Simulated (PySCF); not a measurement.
C4H11NSi2 (SMILES C/N=C/[SiH]1C[SiH2]C1)

The calculation's input:

```
{"job": {"kind": "nmr", "xc": "PBE0", "basis": "pcSseg-1"}, "charge": 0, "multiplicity": 1}
C      2.985285    -1.254269    -0.601655
N      1.606137    -0.945433    -0.395948
C      1.246003    -0.191541     0.543681
Si    -0.580484     0.228791     0.768816
C     -1.756580    -0.784255    -0.350470
Si    -2.249891     0.770717    -1.358280
C     -1.112770     1.800643    -0.201866
H      3.101626    -2.338456    -0.564312
H      3.262221    -0.928366    -1.605601
H      3.657368    -0.787044     0.133503
H      1.988879     0.247984     1.233562
H     -0.874898     0.251342     2.210477
H     -1.255214    -1.555935    -0.926460
H     -2.578703    -1.263493     0.173520
H     -1.837345     0.760063    -2.762726
H     -3.668580     1.130904    -1.265978
H     -0.305441     2.325546    -0.705641
H     -1.636373     2.539120     0.398961
```

Command:

```sh
OMP_NUM_THREADS=1 python probes_run.py task.json out
```

Geometry: GFN2-xTB.

All numbers below come from PBE0/pcSseg-1, SCF density, gas phase, non-relativistic in PySCF 2.14.0.

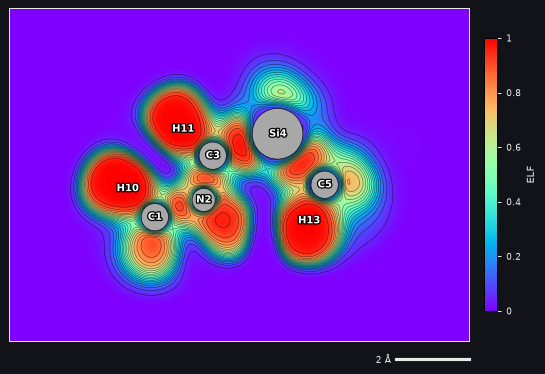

Figure 1. Electron localisation function on the plane of atoms C3, Si4 and C5. Grey discs cover the atomic cores.

> Read the bonding off the picture.

The section cuts through C, N, Si and H sites.
C–N (1.26 Å): the ELF peaks at about 0.90 between the atoms: a multiple bond.
C–Si (1.89 Å): the ELF peaks at about 1 between the atoms, as expected for localised, covalent bonding.
C–H (1.09 Å): the ELF climbs to about 1 towards the hydrogen, as it does in any bond to H (a covalent bond by its length).
C–N (1.43 Å): the ELF peaks at about 0.95 between the atoms: a covalent bond.
The ELF also peaks beside N2, away from the bonds: lone-pair regions.

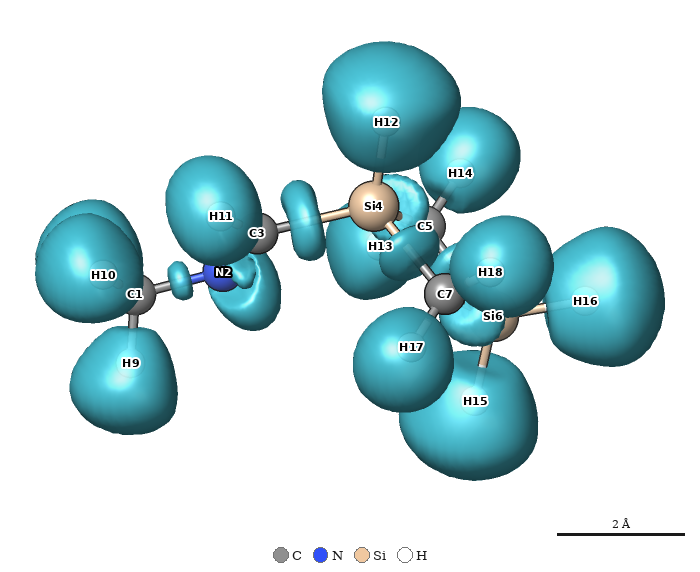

Figure 2. Isosurface of the electron localisation function at 0.85 (cyan), seen from one side. Core shells and regions of very low density are left out.

> Identify the bonds, lone pairs and shells in this picture.

At this value the surface marks out two regions between bonded C–N atoms (shared pairs), five regions between bonded C–Si atoms (shared pairs), eleven regions around hydrogen nuclei and one lobe on N, pointing away from the bonds (lone pairs).

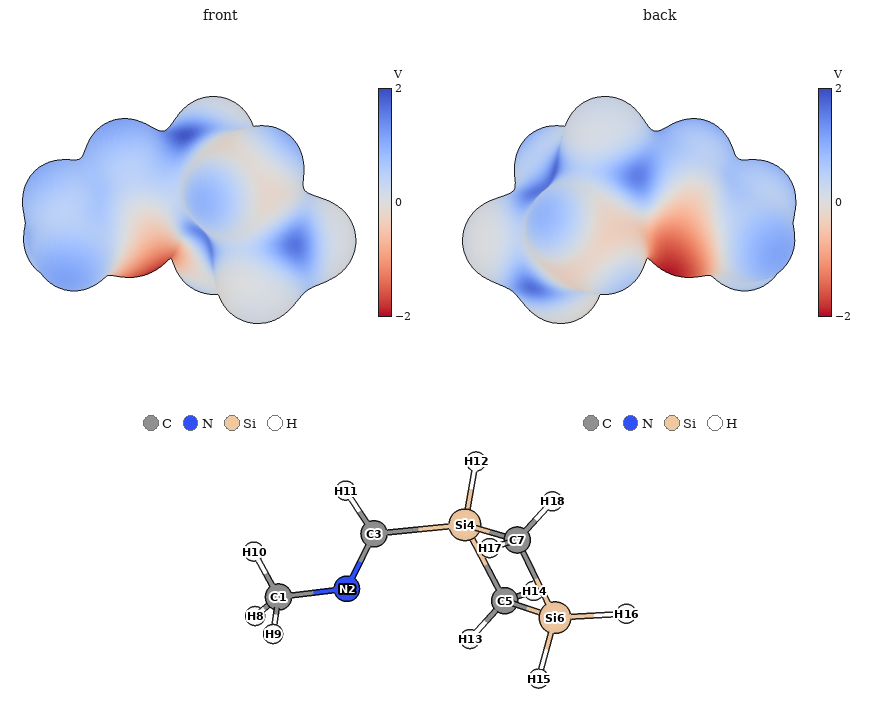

Figure 3. The molecular electrostatic potential painted on the density surface at 0.004 e/bohr³, seen from the front and from behind; the colour scale runs from red (negative) to blue (positive). The bare structure is drawn below in the same view.

> Describe the electrostatic potential map.

The most negative region (about −1.9 V) lies over N2, the most positive (about +1.7 V) over Si4. N2 is the likeliest acceptor of a hydrogen bond.

> What dipole moment does the calculation give?

Its dipole moment is 1.41 D.
